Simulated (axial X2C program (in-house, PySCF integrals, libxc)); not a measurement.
**ZrGa: properties at the nuclei**

Aim: properties at the nuclei of ZrGa, with spin–orbit coupling in the Hamiltonian from the start.

Computed with an in-house X2C program for linear molecules on PySCF integrals. Level: two-component X2C with atomic mean-field terms, Zr dyall-cv3z, Ga dyall-cv3z.

All values are calculated.

## 1. Set-up

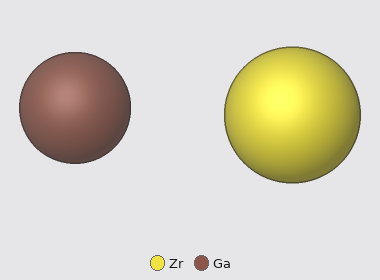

The two atoms at 2.780 Å (zirconium yellow, gallium brown).

task.json reads:

```json
{"zs": [40, 31], "q": 0, "bas": ["dyall-cv3z", "dyall-cv3z"], "r0": 2.78, "levels": ["PBE0", "HF", "PBE50", "BP86", "r2SCAN"], "nst": 3}
```

Keys: zs atomic numbers; q charge; bas basis sets; r0 starting distance in Å; levels methods (HF also brings MP2); nst determinants followed.

On the command line:

```sh
> python soeom.py task.json out
```

After this run come: Expectation values, lowest determinant; Expectation values, a higher determinant; Expectation values, a higher determinant.

What does the calculation give? Wanted: lowest determinant; Eeff magnitude; Ws magnitude Zr; A∥/gI Zr; qzz Zr; higher determinant (for each run or level that gives them).

The runs gave:

| quantity | value |
| --- | --- |
| lowest determinant | Ω = 1/2 (excess of +ω over −ω: ω = 1/2) |
| Eeff magnitude (GV/cm), PBE0 | 0.307 |
| Ws magnitude Zr (kHz), PBE0 | 0.375 |
| A∥/gI Zr (MHz), PBE0 | 2450 |
| qzz Zr (a.u.), PBE0 | -0.61 |
| higher determinant | Ω = 9/2 (excess of +ω over −ω: ω = 1/2, ω = 3/2, ω = 5/2) |
| Eeff magnitude (GV/cm), PBE0, higher determinant | 0.327 |
| Ws magnitude Zr (kHz), PBE0, higher determinant | 0.0392 |
| A∥/gI Zr (MHz), PBE0, higher determinant | 447 |
| qzz Zr (a.u.), PBE0, higher determinant | -0.65 |
| higher determinant | Ω = 3/2 (excess of +ω over −ω: ω = 3/2) |
| Eeff magnitude (GV/cm), PBE0, higher determinant | 2.11 |
| Ws magnitude Zr (kHz), PBE0, higher determinant | 0.543 |
| A∥/gI Zr (MHz), PBE0, higher determinant | -16.2 |
| qzz Zr (a.u.), PBE0, higher determinant | -2.61 |

In words: In the first state, the effective field runs from 0.0754 to 1.01 GV/cm over the mean-field levels, so the levels don't agree on it. The expectation values come from single determinants, which for open shells can mix terms of unlike spin or miss the lowest Ω, so a determinant need not be a state. Eeff is the effective electric field on the electron dipole moment in this Ω state and Ws the scalar–pseudoscalar constant (defined with the proton number Z and per Ω); A∥ is the parallel hyperfine constant, which follows by multiplying with the nuclear g factor gI = μI/(I μN); qzz is the electric field gradient, eQq0 = 234.96 MHz × Q/barn × qzz; μ is positive if Ga is the positive end. The operators were transformed with the bare-nucleus X2C matrices. A second determinant lies within 0.1 eV of the first, so their order is not settled at this level.
